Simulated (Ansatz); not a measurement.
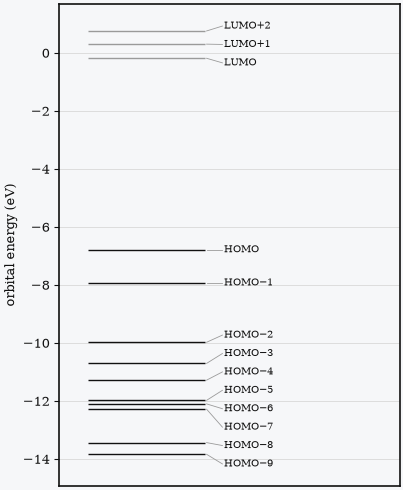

C₂H₄F₂Si, SMILES F[C@H]1C[Si@@H]1F. Kohn-Sham orbital energies near the frontier, r2SCANh/def2-TZVPP, the Ansatz code, at a PBE0-D4/def2-TZVP geometry (a minimum by its frequencies), isolated molecule; empty levels in grey, levels within 0.03 eV side by side.

Q: Where do the frontier orbitals lie?

A: HOMO at −6.78 eV, LUMO at −0.18 eV, 6.60 eV apart.

Q: How far below the HOMO does the next level lie?

A: 1.14 eV.

Q: List the levels.

A:
```csv
orbital,energy (eV)
LUMO+2,0.76
LUMO+1,0.30
LUMO,−0.18
HOMO,−6.78
HOMO−1,−7.93
HOMO−2,−9.97
HOMO−3,−10.70
HOMO−4,−11.28
HOMO−5,−11.98
HOMO−6,−12.10
HOMO−7,−12.28
HOMO−8,−13.43
HOMO−9,−13.84
```

Caveats: empty levels above zero depend strongly on the basis.
